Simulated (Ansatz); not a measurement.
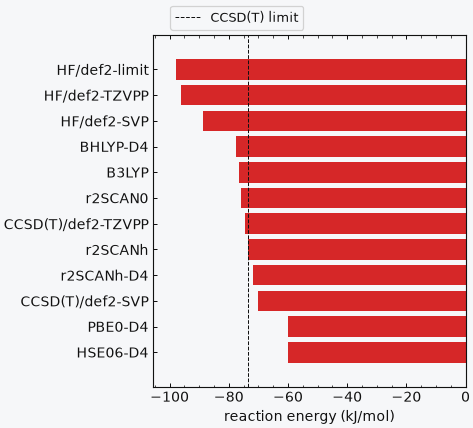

Electronic reaction energy of Si₂N₂H₇Cl (N[SiH2][SiH](N)Cl) + NH₃ (N) → SiN₂H₅Cl (N[SiH](N)Cl) + SiNH₅ (N[SiH3]) (SMILES in brackets) at several levels (functionals in def2-TZVPP unless a basis is named), isolated molecules at PBE0-D4 triple-zeta geometries, minima by their frequencies, no zero-point or thermal terms, the Ansatz code. The line is frozen-core CCSD(T) at the basis limit (MP2 extrapolated from triple and quadruple zeta, plus CCSD(T) less MP2 in a smaller set). No dispersion term is added to B3LYP, r2SCAN0 and r2SCANh. The distance of HF/def2-SVP, CCSD(T)/def2-TZVPP and CCSD(T)/def2-SVP to the limit includes basis error.

> What do zero-point energy and temperature add?

Zero-point change −4.1 kJ/mol; at 298.15 K and 1 bar the CCSD(T) limit plus thermal terms gives an enthalpy of reaction of −80.6 and a free energy of −82.5 kJ/mol (harmonic PBE0-D4 modes, ideal gas).

> What range do the values span, the line included?

From −97.8 kJ/mol (HF/def2-limit) to −60.0 kJ/mol (HSE06-D4).

Known limits of this run: one conformer of each flexible molecule.
